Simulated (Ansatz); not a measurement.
# CHF₅Si: one species, many methods, part 2 of 2

Ansatz 0.2.0, Gaussian basis; functionals in def2-TZVPP, the program's frozen cores in correlated methods. Earlier steps stand in the parts before.

### Step 15. LC-ωPBE (range-separated)

The input, in.yaml:

```yaml
crystal:
  periodic: [false, false, false]
  atoms:
    - {symbol: F, position_ang: [1.215745, -0.544560, 1.587039]}
    - {symbol: Si, position_ang: [0.202909, -0.846907, 0.417017]}
    - {symbol: F, position_ang: [0.914743, -1.749043, -0.662632]}
    - {symbol: C, position_ang: [-0.219203, 0.829738, -0.424167]}
    - {symbol: F, position_ang: [0.862413, 1.455900, -0.903564]}
    - {symbol: F, position_ang: [-0.816515, 1.663350, 0.444698]}
    - {symbol: F, position_ang: [-1.069143, 0.649373, -1.449678]}
    - {symbol: H, position_ang: [-0.998849, -1.514949, 0.935486]}
basis:
  gaussian: {orbitals: def2-TZVPP}
hamiltonian: {xc: {name: LC-wPBE}}
output: {orbitals: {seedname: orbitals}}
```

The run is started by

```console
ansatz run in.yaml --threads 4 --pin off --events-out ev --progress --plain --max-ram 10444MiB
```

Standard output (excerpt; [...] marks lines left out):

```text
Functional definition: LC-wPBE
  name "LC-wPBE"
  cite "Vydrov & Scuseria, J. Chem. Phys. 125, 234109 (2006) doi:10.1063/1.2409292"
  cite "Heyd & Scuseria, J. Chem. Phys. 120, 7274 (2004) doi:10.1063/1.1668634"
  cite "Ernzerhof & Perdew, J. Chem. Phys. 109, 3313 (1998) doi:10.1063/1.476928"
  cite "Perdew, Burke & Ernzerhof, Phys. Rev. Lett. 77, 3865 (1996) doi:10.1103/PhysRevLett.77.3865"
  parent pbe
[...]
1307 factors; their error is unknown
359 factors; integrals over basis functions are off by at most 1.7e-5 eV
[...]
mean field -22515.22983762 eV, -827.4194351616 hartree, gradient 5.2e-5 eV, S^2 0.000000; 0 other end points of the search recorded, 0 dependent functions left out
reference -22515.22983763 eV, -827.4194351618 hartree; 33, 33 occupied and 209, 209 virtual orbitals, 1307 factors
Total energy: -22515.22983763 eV, -827.4194351618 hartree
```

Run time: 2.2 s. Hardware: 4 threads of Arm Neoverse V2, shared host.

With the free atoms at this level, -22481.282 eV in sum, the atomisation energy is 3275.5 kJ/mol. HOMO -12.69 eV, LUMO 2.27 eV.

### Step 16. ωB97X-V (range-separated)

in.yaml: that of step 15 with these lines changed.

```diff
@@ -13,3 +13,3 @@
   gaussian: {orbitals: def2-TZVPP}
-hamiltonian: {xc: {name: LC-wPBE}}
+hamiltonian: {xc: {name: wB97X-V}}
 output: {orbitals: {seedname: orbitals}}
```

Launched as before.

Standard output (excerpt; [...] marks lines left out):

```text
Functional definition: wB97X-V
  name "wB97X-V"
  cite "Mardirossian & Head-Gordon, Phys. Chem. Chem. Phys. 16, 9904 (2014) doi:10.1039/C3CP54374A"
  cite "Becke, J. Chem. Phys. 107, 8554 (1997) doi:10.1063/1.475007"
  cite "Vydrov & Van Voorhis, J. Chem. Phys. 133, 244103 (2010) doi:10.1063/1.3521275"
[...]
      + integral(e_c_pw_opposite_spin*poly(b97_u_opposite, cos0, cos1)) + vv10(b, c)
1310 factors; their error is unknown
247 factors; integrals over basis functions are off by at most 6.9e-6 eV
[...]
mean field -22519.64192021 eV, -827.5815762061 hartree, gradient 3.8e-5 eV, S^2 0.000000; 0 other end points of the search recorded, 0 dependent functions left out
reference -22519.64191875 eV, -827.5815761526 hartree; 33, 33 occupied and 209, 209 virtual orbitals, 1310 factors
Total energy: -22519.64191875 eV, -827.5815761526 hartree
```

It took 6.5 s on 4 threads of Arm Neoverse V2, shared host; peak memory 0.75 GiB.

With the free atoms at this level, -22485.729 eV in sum, the atomisation energy is 3272.1 kJ/mol. HOMO -12.37 eV, LUMO 2.13 eV.

### Step 17. ωB97M-V (range-separated)

in.yaml: that of step 16 with these lines changed.

```diff
@@ -13,3 +13,3 @@
   gaussian: {orbitals: def2-TZVPP}
-hamiltonian: {xc: {name: wB97X-V}}
-output: {orbitals: {seedname: orbitals}}
+hamiltonian: {xc: {name: wB97M-V}}
+output: {forces: true, orbitals: {seedname: orbitals}}
```

Same command.

Standard output (excerpt; [...] marks lines left out):

```text
Functional definition: wB97M-V
  name "wB97M-V"
  cite "Mardirossian & Head-Gordon, J. Chem. Phys. 144, 214110 (2016) doi:10.1063/1.4952647"
  cite "Becke, J. Chem. Phys. 107, 8554 (1997) doi:10.1063/1.475007"
  cite "Vydrov & Van Voorhis, J. Chem. Phys. 133, 244103 (2010) doi:10.1063/1.3521275"
  # Of w^i u^j: cxij and so on, Table III.
[...]
  gx(w, u) = 1 - cx + cx01*u + cx10*w
  gss(w, u) = css00 + css04*u^4 + css10*w + css20*w^2 + css43*w^4*u^3
  gos(w, u) = cos00 + cos10*w + (cos20 + cos21*u)*w^2 + (cos60 + cos61*u)*w^6
[...]
      + integral(e_c_pw_mod_opposite_spin*gos(b97_w_opposite, b97_u_opposite)) + vv10(b, c)
1310 factors; their error is unknown
247 factors; integrals over basis functions are off by at most 6.9e-6 eV
[...]
mean field -22521.88486765 eV, -827.6640030042 hartree, gradient 1.6e-5 eV, S^2 0.000000; 0 other end points of the search recorded, 0 dependent functions left out
[...]
reference -22521.88490346 eV, -827.6640043202 hartree; 33, 33 occupied and 209, 209 virtual orbitals, 1310 factors
Total energy: -22521.88490346 eV, -827.6640043202 hartree
Atom 0 at     1.215745    -0.544560     1.587039 Å, force     0.086373     0.048222     0.098990 eV/Å
Atom 1 at     0.202909    -0.846907     0.417017 Å, force    -0.332094     0.019182     0.034194 eV/Å
Atom 2 at     0.914743    -1.749043    -0.662632 Å, force     0.058449    -0.063706    -0.110086 eV/Å
Atom 3 at    -0.219203     0.829738    -0.424167 Å, force     0.104361    -0.370041     0.184175 eV/Å
Atom 4 at     0.862413     1.455900    -0.903564 Å, force     0.205829     0.125659    -0.094730 eV/Å
Atom 5 at    -0.816515     1.663350     0.444698 Å, force    -0.115173     0.164986     0.161321 eV/Å
Atom 6 at    -1.069143     0.649373    -1.449678 Å, force    -0.163135    -0.027309    -0.197902 eV/Å
Atom 7 at    -0.998849    -1.514949     0.935486 Å, force     0.155392     0.103006    -0.075963 eV/Å
Dipole moment:    -0.166672    -0.252017     0.157219 e Å
```

It took 10 s on 4 threads of Arm Neoverse V2, shared host; peak memory 0.85 GiB.

With the free atoms at this level, -22488.016 eV in sum, the atomisation energy is 3267.8 kJ/mol. HOMO -12.23 eV, LUMO 1.79 eV.

### Step 18. B2PLYP (double hybrid)

in.yaml: that of step 17 with these lines changed.

```diff
@@ -13,3 +13,2 @@
   gaussian: {orbitals: def2-TZVPP}
-hamiltonian: {xc: {name: wB97M-V}}
-output: {forces: true, orbitals: {seedname: orbitals}}
+hamiltonian: {xc: {name: B2PLYP}}
```

Launched as before.

Standard output (excerpt; [...] marks lines left out):

```text
Functional definition: B2PLYP
  name "B2PLYP"
  cite "Grimme, J. Chem. Phys. 124, 034108 (2006) doi:10.1063/1.2148954"
  cite "Becke, Phys. Rev. A 38, 3098 (1988) doi:10.1103/PhysRevA.38.3098"
  cite "Lee, Yang & Parr, Phys. Rev. B 37, 785 (1988) doi:10.1103/PhysRevB.37.785"
[...]
1571 factors; integrals over basis functions are off by at most 9.2e-4 eV
[...]
mean field -22501.46674490 eV, -826.9136508331 hartree, gradient 8.2e-6 eV, S^2 0.000000; 0 other end points of the search recorded, 0 dependent functions left out
11 core orbitals not correlated: weight in the atoms' cores, before any rotation towards them, 1.000 or more for the frozen orbitals, at most 0.000 for the correlated occupied ones
reference -22501.46687510 eV, -826.9136556178 hartree; 22, 22 occupied and 209, 209 virtual orbitals, 1571 factors
second order -48.69617279 eV of doubles, -0.00000000 eV of singles
Total energy: -22514.61484175 eV, -827.3968344803 hartree
```

It took 5.5 s on 4 threads of Arm Neoverse V2, shared host; peak memory 0.65 GiB.

Atomisation energy: 3216.3 kJ/mol (free atoms -22481.281 eV, run apart).

### Step 19. PBE-QIDH (double hybrid)

in.yaml: that of step 18 with these lines changed.

```diff
@@ -13,2 +13,2 @@
   gaussian: {orbitals: def2-TZVPP}
-hamiltonian: {xc: {name: B2PLYP}}
+hamiltonian: {xc: {name: PBE-QIDH}}
```

Same command.

Standard output (excerpt; [...] marks lines left out):

```text
Functional definition: PBE-QIDH
  name "PBE-QIDH"
  cite "Brémond, Sancho-García, Pérez-Jiménez & Adamo, J. Chem. Phys. 141, 031101 (2014) doi:10.1063/1.4890314"
  cite "Perdew, Burke & Ernzerhof, Phys. Rev. Lett. 77, 3865 (1996) doi:10.1103/PhysRevLett.77.3865"
[...]
1571 factors; integrals over basis functions are off by at most 9.2e-4 eV
[...]
mean field -22489.14532653 eV, -826.4608470599 hartree, gradient 4.3e-6 eV, S^2 0.000000; 0 other end points of the search recorded, 0 dependent functions left out
11 core orbitals not correlated: weight in the atoms' cores, before any rotation towards them, 1.000 or more for the frozen orbitals, at most 0.000 for the correlated occupied ones
reference -22489.14533494 eV, -826.4608473689 hartree; 22, 22 occupied and 209, 209 virtual orbitals, 1571 factors
second order -45.54337423 eV of doubles, -0.00000000 eV of singles
Total energy: -22504.32645969 eV, -827.0187434131 hartree
```

It took 5.5 s on 4 threads of Arm Neoverse V2, shared host; peak memory 0.65 GiB.

With the free atoms at this level, -22470.962 eV in sum, the atomisation energy is 3219.2 kJ/mol.

### Step 20. Orbital energies across the functionals

Dipoles come from the runs that computed forces. Levels, from each run's orbital file:

```csv
functional,HOMO (eV),LUMO (eV),gap (eV),dipole (D)
LDA (SPW92),-8.46,-1.29,7.17,
PBE-D4,-8.27,-0.92,7.34,1.44
revPBE-D4,-8.18,-0.76,7.42,
BLYP-D4,-8.24,-0.82,7.42,
r2SCAN-D4,-8.66,-0.53,8.13,1.52
B97M-V,-8.76,-0.70,8.06,
PBE0-D4,-9.93,-0.01,9.93,
B3LYP-D4,-9.74,-0.27,9.47,1.63
r2SCANh-D4,-9.28,-0.22,9.06,
r2SCAN0-D4,-10.20,0.24,10.44,
HSE06-D4,-9.52,-0.39,9.14,
BHLYP-D4,-11.60,0.85,12.46,
CAM-B3LYP-D4,-11.46,0.98,12.43,
LC-ωPBE,-12.69,2.27,14.96,
ωB97X-V,-12.37,2.13,14.50,
ωB97M-V,-12.23,1.79,14.01,1.64
```

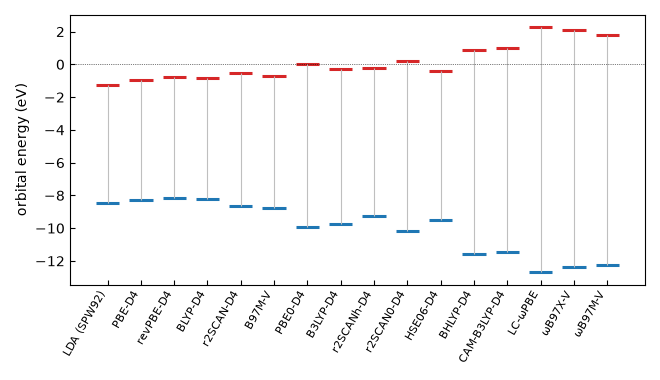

Highest occupied (blue) and lowest empty (red) level by functional.

### Step 21. CCSD(T) in def2-SVP

in.yaml: that of step 19 with these lines changed.

```diff
@@ -12,3 +12,3 @@
 basis:
-  gaussian: {orbitals: def2-TZVPP}
-hamiltonian: {xc: {name: PBE-QIDH}}
+  gaussian: {orbitals: def2-SVP}
+correlation: {method: ccsd_t}
```

Same command.

Standard output (excerpt; [...] marks lines left out):

```text
Functional definition: HF
  name "HF"
  cite "Fock, Z. Phys. 61, 126 (1930) doi:10.1007/BF01340294"
  parent pbe
[...]
1011 factors; integrals over basis functions are off by at most 8.6e-4 eV
[...]
mean field -22426.92248330 eV, -824.1741997471 hartree, gradient 1.3e-6 eV, S^2 0.000000; 0 other end points of the search recorded, 0 dependent functions left out
11 core orbitals not correlated: weight in the atoms' cores, before any rotation towards them, 1.000 or more for the frozen orbitals, at most 0.000 for the correlated occupied ones
reference -22426.92248330 eV, -824.1741997471 hartree; 22, 22 occupied and 74, 74 virtual orbitals, 1011 factors
second order -30.91357642 eV of doubles, -0.00000000 eV of singles
cycle   1  -30.73880189 eV  change    1.7e-1 eV  update   1.2e-1
[...]
cycle   9  -31.50951767 eV  change   -7.3e-6 eV  update   1.1e-5
perturbative correction -0.57243510 eV, -0.0210366021 hartree
Total energy: -22459.00443607 eV, -825.3531897655 hartree
```

It took 9 s on 4 threads of Arm Neoverse V2, shared host; peak memory 0.57 GiB.

### Step 22. CCSD(T) in def2-TZVPP

in.yaml: that of step 21 with these lines changed.

```diff
@@ -12,3 +12,4 @@
 basis:
-  gaussian: {orbitals: def2-SVP}
+  gaussian: {orbitals: def2-TZVPP}
 correlation: {method: ccsd_t}
+output: {orbitals: {seedname: orbitals}}
```

The command is unchanged.

Standard output (excerpt; [...] marks lines left out):

```text
Functional definition: HF
  name "HF"
  cite "Fock, Z. Phys. 61, 126 (1930) doi:10.1007/BF01340294"
  parent pbe
[...]
1571 factors; integrals over basis functions are off by at most 9.2e-4 eV
[...]
mean field -22448.63268432 eV, -824.9720349188 hartree, gradient 2.5e-6 eV, S^2 0.000000; 0 other end points of the search recorded, 0 dependent functions left out
11 core orbitals not correlated: weight in the atoms' cores, before any rotation towards them, 1.000 or more for the frozen orbitals, at most 0.000 for the correlated occupied ones
reference -22448.63268432 eV, -824.9720349188 hartree; 22, 22 occupied and 209, 209 virtual orbitals, 1571 factors
second order -41.04573173 eV of doubles, -0.00000000 eV of singles
cycle   1  -40.37606639 eV  change    6.7e-1 eV  update   1.3e-1
[...]
cycle   9  -41.34776375 eV  change   -3.6e-6 eV  update   1.5e-5
perturbative correction -1.27126360 eV, -0.0467180757 hartree
Total energy: -22491.25171167 eV, -826.5382552859 hartree
```

It took 4.8 min on 4 threads of Arm Neoverse V2, shared host; peak memory 5.5 GiB.

### Step 23. MP2 in def2-QZVPP

in.yaml: that of step 22 with these lines changed.

```diff
@@ -12,4 +12,3 @@
 basis:
-  gaussian: {orbitals: def2-TZVPP}
-correlation: {method: ccsd_t}
-output: {orbitals: {seedname: orbitals}}
+  gaussian: {orbitals: "def2-QZVPP.json"}
+correlation: {method: mp2}
```

Same command.

Standard output:

```text
Functional definition: HF
  name "HF"
  cite "Fock, Z. Phys. 61, 126 (1930) doi:10.1007/BF01340294"
  parent pbe
  exchange = exact_x
  correlation = 0
2771 factors; integrals over basis functions are off by at most 5.9e-4 eV
mean field evaluation 1: about -22444.4857 eV, gradient 5.3e1 eV
mean field evaluation 2: about -22444.6443 eV, gradient 5.3e1 eV
mean field evaluation 4: about -22449.4918 eV, gradient 3.6e0 eV
mean field evaluation 8: about -22449.5504 eV, gradient 2.2e-1 eV
mean field -22449.55065427 eV, -825.0057696926 hartree, gradient 2.3e-6 eV, S^2 0.000000; 0 other end points of the search recorded, 0 dependent functions left out
11 core orbitals not correlated: weight in the atoms' cores, before any rotation towards them, 1.000 or more for the frozen orbitals, at most 0.000 for the correlated occupied ones
reference -22449.55065427 eV, -825.0057696926 hartree; 22, 22 occupied and 409, 409 virtual orbitals, 2771 factors
second order -44.91102679 eV of doubles, -0.00000000 eV of singles
Total energy: -22494.46168106 eV, -826.6562194853 hartree
```

Run time: 19 s. Hardware: 4 threads of Arm Neoverse V2, shared host; peak memory 2.4 GiB.

The pieces so far (eV):

```csv
basis,HF,MP2 correlation,CCSD correlation,(T),total
def2-SVP,-22426.9225,-30.9136,-31.5095,-0.5724,-22459.0044
def2-TZVPP,-22448.6327,-41.0457,-41.3478,-1.2713,-22491.2517
def2-QZVPP,-22449.5507,-44.9110,,,-22494.4617 (MP2)
```

The report of the def2-TZVPP run gives T1 = 0.0126.

### Step 24. From triple and quadruple zeta to the limit

No new run: Hartree-Fock is extrapolated as exp(−7.88√X) and correlation as X^−2.97, with X = 3 and 4; only MP2 was run in the larger set, so CCSD(T) minus MP2 is added from the smaller one.

```csv
level,energy at the limit (eV)
HF,-22449.6771
MP2,-22497.4513
CCSD,-22497.7533
CCSD(T),-22499.0246
```

### Step 25. RPA on PBE orbitals

in.yaml: that of step 23 with these lines changed.

```diff
@@ -12,3 +12,4 @@
 basis:
-  gaussian: {orbitals: "def2-QZVPP.json"}
-correlation: {method: mp2}
+  gaussian: {orbitals: def2-TZVPP}
+hamiltonian: {xc: pbe}
+correlation: {method: rpa}
```

Launched as before.

Standard output (excerpt; [...] marks lines left out):

```text
Functional definition: PBE
  name "PBE"
  cite "Perdew, Burke & Ernzerhof, Phys. Rev. Lett. 77, 3865 (1996) doi:10.1103/PhysRevLett.77.3865"
  parent pbe
[...]
1571 factors; integrals over basis functions are off by at most 9.2e-4 eV
[...]
mean field -22507.60790449 eV, -827.1393342853 hartree, gradient 8.9e-6 eV, S^2 0.000000; 0 other end points of the search recorded, 0 dependent functions left out
11 core orbitals not correlated: weight in the atoms' cores, before any rotation towards them, 1.000 or more for the frozen orbitals, at most 0.000 for the correlated occupied ones
reference -22445.97322252 eV, -824.8743015005 hartree; 22, 22 occupied and 209, 209 virtual orbitals, 1571 factors
Total energy: -22507.81825748 eV, -827.1470646151 hartree
```

Wall time 5.5 s (4 threads of Arm Neoverse V2, shared host); peak memory 0.58 GiB.

RPA correlation: -61.845 eV. No RPA run of the hydrogen atom was made, so RPA has no atomisation energy below.

### Step 26. The ladder

Atomisation energy = energies of 5 F, 1 Si, 1 C, 1 H (separate runs, same level) minus the molecule's; electronic only, no spin-orbit term.

Differences are taken before rounding.

```csv
method,rung,"atoms, summed (eV)",atomisation energy (kJ/mol),from CCSD(T)/CBS (kJ/mol),time
LDA (SPW92),LDA,-22358.727,3896.1,+628.9,1.1 s
PBE-D4,GGA,-22472.907,3364.5,+97.4,2.1 s
revPBE-D4,GGA,-22485.841,3234.0,-33.1,1.8 s
BLYP-D4,GGA,-22490.914,3264.9,-2.2,1.9 s
r2SCAN-D4,meta-GGA,-22485.103,3277.2,+10.1,4.4 s
B97M-V,meta-GGA,-22485.045,3250.8,-16.4,7 s
PBE0-D4,hybrid,-22474.884,3236.2,-30.9,2.9 s
B3LYP-D4,hybrid,-22493.053,3222.7,-44.5,4.2 s
r2SCANh-D4,hybrid,-22484.724,3230.5,-36.6,4.7 s
r2SCAN0-D4,hybrid,-22484.179,3163.6,-103.5,5.5 s
HSE06-D4,hybrid,-22474.082,3239.6,-27.5,3.1 s
BHLYP-D4,hybrid,-22488.758,3060.8,-206.3,2.9 s
CAM-B3LYP-D4,range-separated,-22488.768,3277.9,+10.7,3.3 s
LC-ωPBE,range-separated,-22481.282,3275.5,+8.3,2.2 s
ωB97X-V,range-separated,-22485.729,3272.1,+5.0,6.5 s
ωB97M-V,range-separated,-22488.016,3267.8,+0.7,10 s
B2PLYP,double hybrid,-22481.281,3216.3,-50.9,5.5 s
PBE-QIDH,double hybrid,-22470.962,3219.2,-48.0,5.5 s
HF/def2-TZVPP,wavefunction,-22424.961,2284.0,-983.2,
MP2/def2-TZVPP,wavefunction,-22455.196,3327.1,+60.0,
CCSD/def2-TZVPP,wavefunction,-22457.887,3096.5,-170.6,
CCSD(T)/def2-SVP,wavefunction,-22427.729,3017.6,-249.5,9 s
CCSD(T)/def2-TZVPP,wavefunction,-22458.477,3162.2,-104.9,4.8 min
MP2/CBS,wavefunction,-22461.881,3432.0,+164.8,
CCSD(T)/CBS,wavefunction,-22465.163,3267.1,0,5.1 min
```

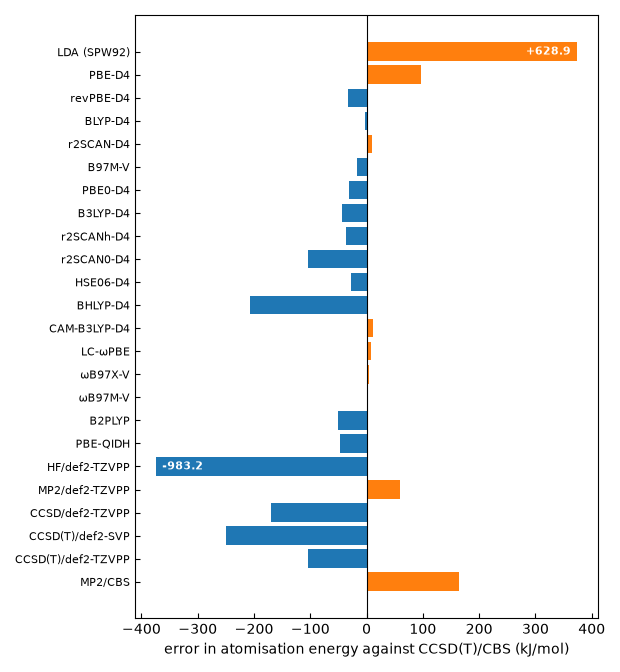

Error of each method against CCSD(T)/CBS. Bars with a number in them are cut short.

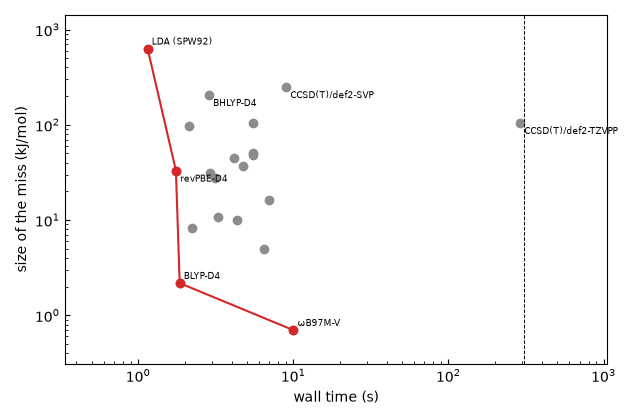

Miss against cost. Red marks the levels that no quicker level drawn beats (of those quicker than the yardstick), and the dashed line is the time of CCSD(T)/CBS. Only those levels and the largest misses are named. Times are from a shared host.

LDA (SPW92), LC-ωPBE, B2PLYP, PBE-QIDH carry no dispersion term (for B3LYP, D4 adds 26.4 kJ/mol).

Times are those of the molecule's run; HF, MP2 and CCSD come out of the CCSD(T) runs, and the limit's time is the sum of the runs that it needs.

### Step 27. Results

The summary covers parts 1 to 2.

```
                               quantity                                                        value
        atomisation energy, CCSD(T)/CBS                                                3267.1 kJ/mol
 functionals within 16.3 kJ/mol (0.5 %)  BLYP-D4, r2SCAN-D4, CAM-B3LYP-D4, LC-ωPBE, ωB97X-V, ωB97M-V
                    farthest beyond LDA                                     BHLYP-D4 (-206.3 kJ/mol)
                mean size of error, GGA                                                  44.2 kJ/mol
           mean size of error, meta-GGA                                                  13.2 kJ/mol
             mean size of error, hybrid                                                  74.9 kJ/mol
    mean size of error, range-separated                                                   6.2 kJ/mol
      mean size of error, double hybrid                                                  49.4 kJ/mol
              gap, smallest and largest                    7.17 eV (LDA (SPW92)), 14.96 eV (LC-ωPBE)
                          T1 diagnostic                                                       0.0126
triples share of the correlation energy                                                        3.0 %
```

What this shows: The LDA atomisation energy is off by 628.9 kJ/mol (19 %): it overbinds. PBE-D4 is off by +97.4 kJ/mol. Double hybrids carry the basis error of their MP2 part in triple zeta, and no dispersion term here, so their miss is partly the set-up's. The rungs range-separated, meta-GGA miss on average by less than the doubt on the reference (16.3 kJ/mol), so they tie; hybrid functionals have the largest mean beyond LDA (74.9 kJ/mol), BHLYP with half exact exchange included. The reference freezes the cores and leaves out relativity and excitations past (T), so misses under about 16.3 kJ/mol can't be ranked. Hartree-Fock recovers 70 % of the binding; the rest is correlation. CCSD(T) in def2-SVP is off by -249.5 kJ/mol, so the small basis spoils what the method gains. The gap grows from 7.2 to 15.0 eV across the functionals, mostly with the share of exact exchange.

ωB97M-V reaches 0.7 kJ/mol from the reference in 10 s, where CCSD(T)/CBS took 5.1 min; the quickest level in the cost chart, LDA (SPW92), takes 1.1 s and misses by 628.9 kJ/mol.
